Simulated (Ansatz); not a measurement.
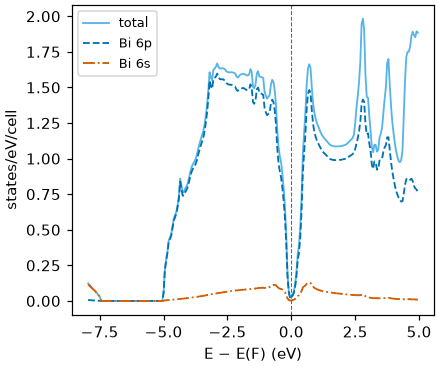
*Total and projected density of states of Bi (A7 (α-As type), R-3m), LDA in the plane-wave PAW code Ansatz*

Which orbitals carry the states next to the Fermi level?

Within 0.5 eV of the Fermi level: Bi 6p 88 %, Bi 6s 9 %. Projections are on Löwdin-orthogonalised atomic valence shells; empty p or d shells of many metals are not among them.

Where is the tallest occupied peak in this window, and what makes it?

Near -2.9 eV, about 1.7 states/eV per cell; the largest projected share is Bi 6p.

The LDA relaxation kept the symmetry of its start. Scalar-relativistic: spin–orbit coupling is off unless named, which matters more the heavier the elements.

Potentials: the earlier of the program's two PAW sets. The files were generated under PBE; for other functionals the program regenerates the frozen cores, and for LDA and PBEsol the local potential too.
